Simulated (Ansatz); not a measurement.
**C2H2F2 (SMILES C=C(F)F): density, localisation and related maps**

Input

```
crystal:
  periodic: [false, false, false]
  atoms:
    - {symbol: C, position_ang: [-2.813271, -1.667048, 0.740807]}
    - {symbol: C, position_ang: [-1.871729, -1.200058, 1.530716]}
    - {symbol: F, position_ang: [-1.416736, 0.031794, 1.519599]}
    - {symbol: F, position_ang: [-1.242894, -1.894341, 2.451118]}
    - {symbol: H, position_ang: [-3.119903, -2.697636, 0.826540]}
    - {symbol: H, position_ang: [-3.271689, -1.015915, 0.013234]}
basis:
  gaussian: {orbitals: def2-TZVPD}
hamiltonian: {xc: pbe0}
output: {forces: true, orbitals: {seedname: orbitals}}
```

Run with:

```sh
ansatz run input.yaml --threads 2 --pin off --max-ram 4350MiB --events-out events.jsonl --progress --plain --runs-dir runs
```

Geometry: PBE0-D4/def2-TZVP.

All numbers below come from isolated molecule in a Gaussian basis; Kohn-Sham density functional theory, functional PBE0 (Ansatz).

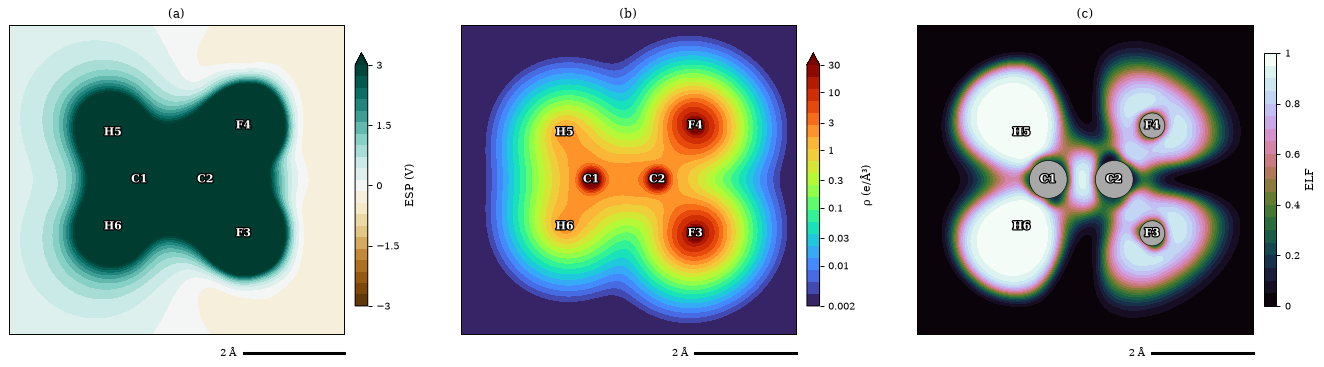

Figure 1. (a) molecular electrostatic potential; (b) electron density; (c) ELF on the molecular plane. Grey discs cover the atomic cores in the ELF map.

Question: Read the bonding off the picture.

Answer: The section cuts through C, F and H sites.
C–F (1.31 Å): the density is about 2.5 e/Å³ at the midpoint; the ELF peaks at about 0.85 between the atoms (a shared but strongly polarised pair).
C–C (1.31 Å): ρ at the midpoint is about 2.5 e/Å³; the ELF peaks at about 0.90 between the atoms (a multiple bond).
C–H (1.08 Å): ρ at the midpoint is about 2.1 e/Å³; the ELF climbs to about 1 towards the hydrogen, as it does in any bond to H: a covalent bond by its length.
The ELF also peaks beside F3 and F4, away from the bonds: lone-pair regions.
Outside the dense part of the molecule the potential is most negative (−0.4 V) near F3 and F4.

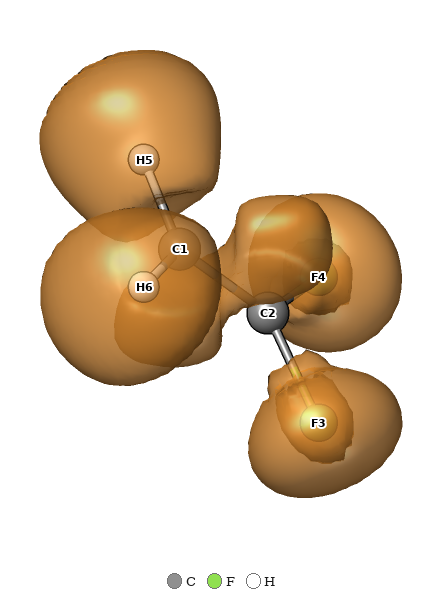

Figure 2. Isosurface of the ELF at 0.75 (orange), seen at an oblique angle. Only the valence region is drawn (cores and ρ < 0.01 e/Å³ removed).

Question: What do the ELF domains correspond to?

Answer: At this value the surface marks out one region between bonded C–C atoms (shared pairs), two regions around hydrogen nuclei and two regions on F in which the atom's valence shell and bonds are merged.

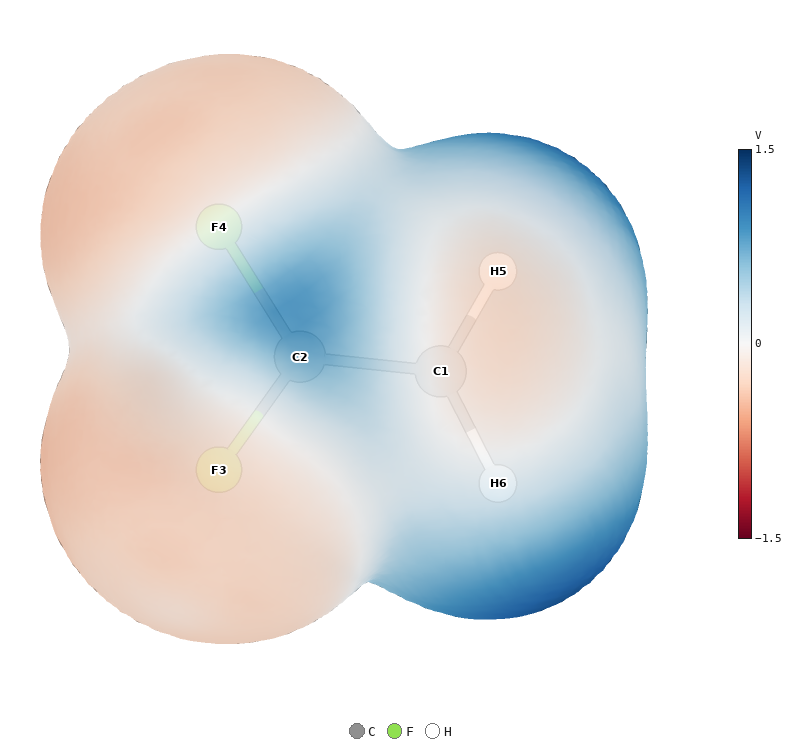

Figure 3. The molecular electrostatic potential painted on the density surface at 0.002 e/bohr³, seen at a tilt; the colour scale runs from red (negative) to blue (positive).

Question: Where is the surface potential most negative and most positive?

Answer: The most negative region (about −0.4 V) lies over F3 and F4, the most positive (about +1.3 V) over H5 and H6.
